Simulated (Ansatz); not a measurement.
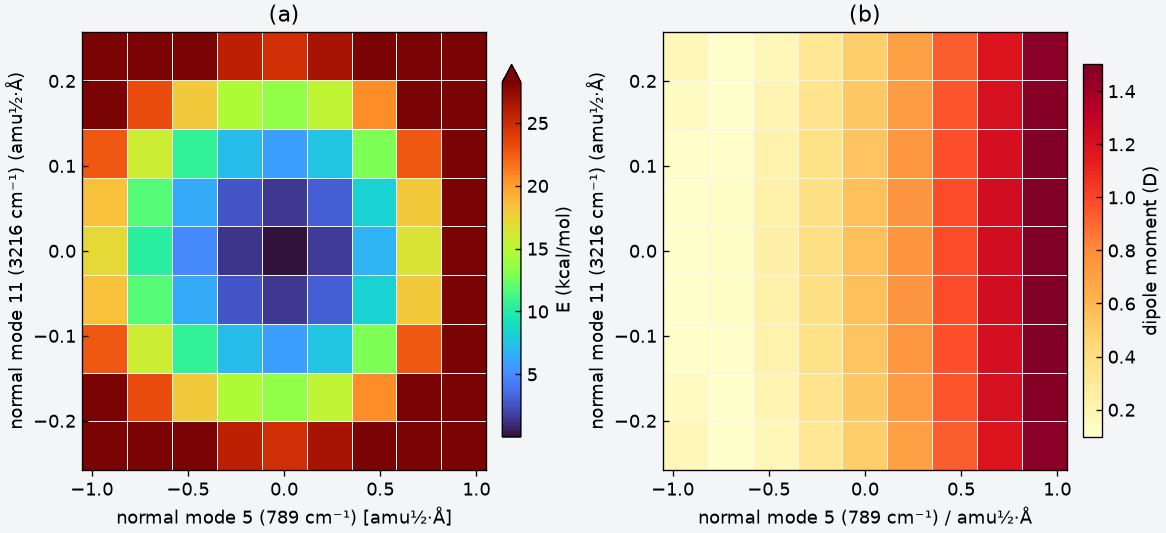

C2H3Si, SMILES C1=C[SiH]1, spin multiplicity 2. The first coordinate is: normal mode 5 (789 cm⁻¹); the second: normal mode 11 (3216 cm⁻¹). Nothing is relaxed (straight displacements along the two mass-weighted modes). Grid: 9 × 9 points; 45 points were computed and 36 follow by symmetry. Points are written as (first, second). All energies are given in kcal/mol relative to the relaxed molecule at the same level. Level of theory: UHF-MP2, frozen core/def2-TZVP in Ansatz 0.2.0.

Panel (a) is the energy; panel (b) is the computed dipole moment, in D.

The picture shows one coloured cell a grid point, one colour for all values above the top of the scale.

**How does the dipole moment vary over the map, and what is it at the lowest grid point?**

Leaving out the highest fifth of the energies, it runs from 0.10 D at (−0.934 amu½·Å, 0.000 amu½·Å) to 1.50 D at (0.934 amu½·Å, 0.000 amu½·Å). At the lowest grid point, (0.000 amu½·Å, 0.000 amu½·Å), it is 0.56 D.
